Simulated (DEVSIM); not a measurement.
Structure: Si n+/n-/n+ resistor, at 300 K.

| layer (left to right) | material | thickness (μm) | Nd (cm⁻³) | τn (s) | τp (s) |
|---|---|---|---|---|---|
| 1 | Si | 0.320 | 2e18 | 0.00014 | 1.4e-5 |
| 2 | Si | 0.970 | 9.6e13 | 0.00014 | 0.00014 |
| 3 | Si | 0.310 | 1.9e18 | 0.00014 | 0.00014 |

Left contact: ohmic. Right contact: ohmic. Voltage is applied to the left contact. Recombination: SRH at mid-gap, radiative, Auger. Mobility is μmin + (μ − μmin)/(1 + (N/Nref)^α).

This is a model device: material constants are rounded textbook-type values typed into the input, and sizes, dopings and lifetimes were drawn at random. Values at 300 K.

| parameter | Si |
|---|---|
| gap (eV) | 1.124 |
| affinity (eV) | 4.05 |
| permittivity | 11.7 |
| Nc (cm⁻³) | 2.86e19 |
| Nv (cm⁻³) | 3.1e19 |
| μn (cm²/Vs) | 1417 |
| μp (cm²/Vs) | 470 |
| μn,min | 52 |
| μp,min | 45 |
| Nref,n | 9.7e16 |
| Nref,p | 2.2e17 |
| αn | 0.68 |
| αp | 0.72 |
| B (cm³/s) | 4.7e-15 |
| Cn (cm⁶/s) | 2.8e-31 |
| Cp (cm⁶/s) | 9.9e-32 |

Simulated with DEVSIM: 1D drift-diffusion, Boltzmann statistics, complete ionisation; no tunnelling, impact ionisation, image-force lowering or self-heating.

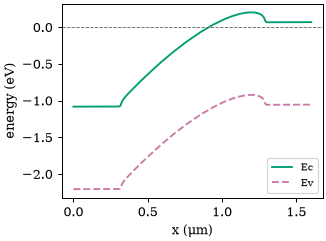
Fig. 1. Band edges at 1.15 V on the left contact

Energies count from the Fermi level of the right contact; mesh points crowd at the junctions.

```csv
x (μm),Ec (eV),Ev (eV),n (cm⁻³),p (cm⁻³),field (V/cm)
0.000,-1.081,-2.205,2.0e18,< 1e2,68
0.02100,-1.081,-2.205,2.0e18,< 1e2,68
0.06051,-1.081,-2.205,2.0e18,< 1e2,68
0.1262,-1.080,-2.204,2.0e18,< 1e2,68
0.2400,-1.080,-2.204,2.0e18,< 1e2,68
0.2861,-1.079,-2.203,2.0e18,< 1e2,69
0.3138,-1.075,-2.199,1.7e18,< 1e2,14000
0.3399,-0.971,-2.095,3.1e16,< 1e2,26000
0.3822,-0.877,-2.001,1.7e15,< 1e2,21000
0.4573,-0.725,-1.849,1.0e15,< 1e2,20000
0.5970,-0.464,-1.588,1.1e15,< 1e2,18000
0.9411,0.036,-1.088,1.7e15,< 1e2,11000
1.122,0.183,-0.941,3.2e15,9800,4800
1.211,0.202,-0.922,7.4e15,20000,-1500
1.271,0.160,-0.964,5.4e16,3900,-18000
1.291,0.086,-1.038,9.6e17,220,-54000
1.313,0.068,-1.056,1.9e18,110,21
1.353,0.068,-1.056,1.9e18,100,70
1.451,0.069,-1.055,1.9e18,< 1e2,70
1.526,0.070,-1.054,1.9e18,< 1e2,70
1.569,0.070,-1.054,1.9e18,< 1e2,70
1.600,0.070,-1.054,1.9e18,< 1e2,70
```
